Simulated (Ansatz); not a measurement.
Stretching the Ge1–H2 bond in BrGeH (SMILES [GeH][Br]) (multiplicity 1 held, fragments rigid). Energies count from the point at 1.603 Å.
Geometry at that point (charge 0, multiplicity 1):
```csv
atom,x (Å),y (Å),z (Å)
Ge,-0.6857,-0.5787,0.8219
H,-1.7232,-1.0732,-0.2958
Br,0.6761,0.5597,-0.7430
```

Restricted levels (R-, RO-) in cc, def2 and unpolarised 6-31G sets keep to the state of the molecule at rest. Unrestricted levels (U-) break spin symmetry where that is lower. Active spaces are followed from a long bond inwards. Curves can end on different states.

Correlated levels freeze the cores. Filled d and f shells under p-block atoms count as core.

Programs: Ansatz (an electronic-structure program). Values without a source in brackets are computed.

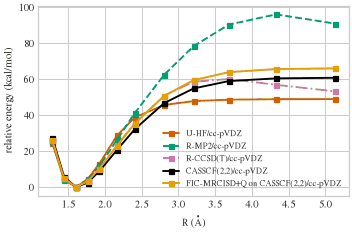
Figure: Relative energy along the coordinate

**Question.** Read off the U-HF/cc-pVDZ curve at R = 3.687.

**Answer.** about 49 kcal/mol

Doubts at one or more of the structures used: a spin-contaminated determinant (U-HF/cc-pVDZ); a restricted determinant that unrestricted orbitals would lower (R-MP2/cc-pVDZ, R-CCSD(T)/cc-pVDZ); other coupled-cluster roots lie near (R-CCSD(T)/cc-pVDZ); T1 above 0.05 (R-CCSD(T)/cc-pVDZ).
